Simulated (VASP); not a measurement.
Band structure of Cd2TeS (space group P3m1). Computed with PBEsol GGA with spin-orbit coupling, VASP's PBE PAW potentials (set 64) (plane waves; VASP).

The path is coarsely sampled, so an indirect gap can come out somewhat too large.

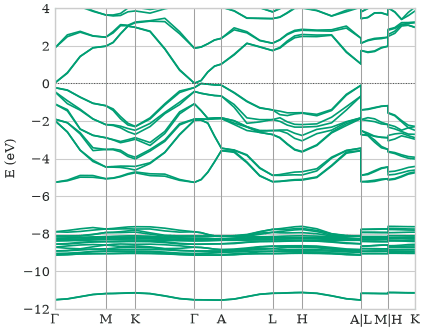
*Bands along high-symmetry lines, zero at the valence-band maximum or, without a gap, the Fermi level*

Task: Read the plot: is there a gap, and where are the band edges?

Result: The gap is indirect, 0.01 eV, from the valence maximum at Γ-A at 0.25 to the conduction minimum at Γ.

The structure comes from a computed database's Cd2TeS entry (P3m1); how it stands against other phases isn't given here. It was relaxed first, which changed the volume by -6 %.
